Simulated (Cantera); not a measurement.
Input: 1 mol Cu, 1.8 mol HF, 15 mol N2, equilibrated at 10.0 mbar.

These are equilibrium values from Cantera (NASA tables, ideal gas, pure condensed phases), not measurements of a reactor. Candidate condensed phases: Cu, CuF2; 25 gas species. The numbers say what is thermodynamically allowed, not how fast it happens.

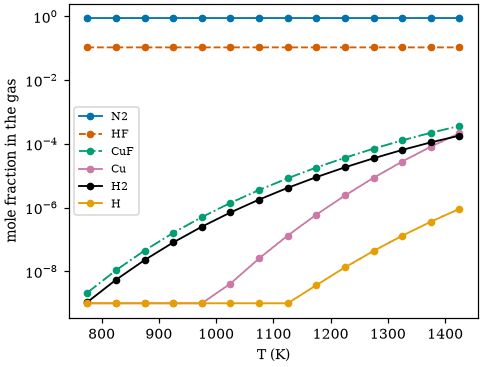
Figure: Equilibrium gas composition (values under 1e-9 drawn at 1e-9)

Question: Read off the mole fractions at 975 K.

Answer: N2 about 0.89, HF about 0.11, CuF about 5.1e-7, H2 about 2.5e-7.
